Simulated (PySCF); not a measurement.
SMILES [SiH2](B)CC=O (C2H7BOSi) at its GFN2-xTB optimised geometry (Å):

```
12

B     -0.0589    -1.7124     2.2653
Si     1.3280    -0.3962     1.8560
C      0.8902     0.0379     0.0000
C     -0.5713     0.0379     0.0000
O     -1.3020     0.9928     0.0000
H     -0.0090    -2.8032     1.8412
H     -0.9857    -1.4465     2.9280
H      1.3461     0.8957     2.5587
H      2.7425    -0.8021     1.7753
H      1.3020     0.9946    -0.3085
H      1.2857    -0.7621    -0.6193
H     -0.9958    -0.9946     0.0974
```

Method: B3LYP/def2-TZVP in PySCF. Cells within 0.4 Å of a nucleus heavier than hydrogen are left out (blank, or x).

Map of the Laplacian of the electron density (e/bohr⁵), clipped to [-1.50, 1.50] on the plane z = 0.0 Å:

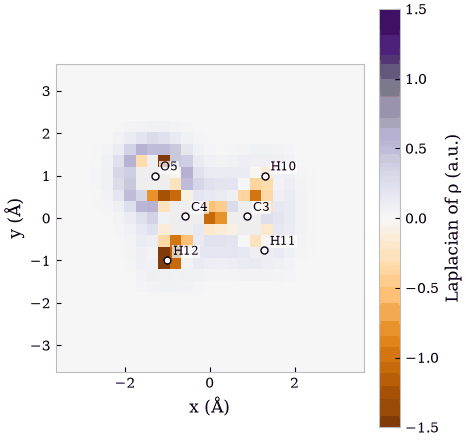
Fig. 1. Laplacian of the electron density (e/bohr⁵), clipped to [-1.50, 1.50] on the plane z = 0.0 Å.
